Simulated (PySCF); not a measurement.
Vertical excitations of a molecule C3H6BNO from TDA-PBE0/def2-SVPD in PySCF, as energy in eV (oscillator strength): 7.14 (0.000), 7.69 (0.001), 7.77 (0.003), 8.10 (0.025), 8.13 (0.003), 8.40 (0.011), 8.49 (0.006), 8.60 (0.007), 8.77 (0.013), 9.01 (0.005). Lowest triplet (TDA): 6.32 eV. The structure is a stationary point at ωB97X-D3(BJ)/def2-SVP. The values are those of a single conformer.

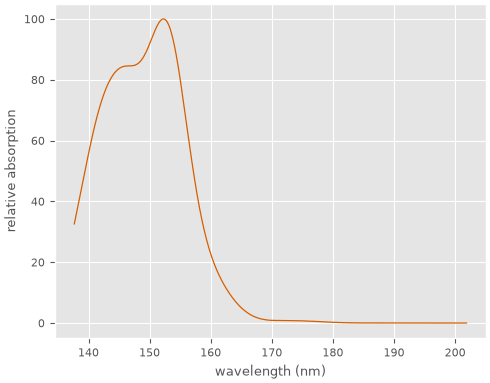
The lines broadened by 0.4 eV.

Task: Pick the molecule that these values belong to.
A) C#CCB(N)O
B) OB1C=CCN1
C) CN1C=CB1O
D) CB(O)CC#N

Result: D, CB(O)CC#N
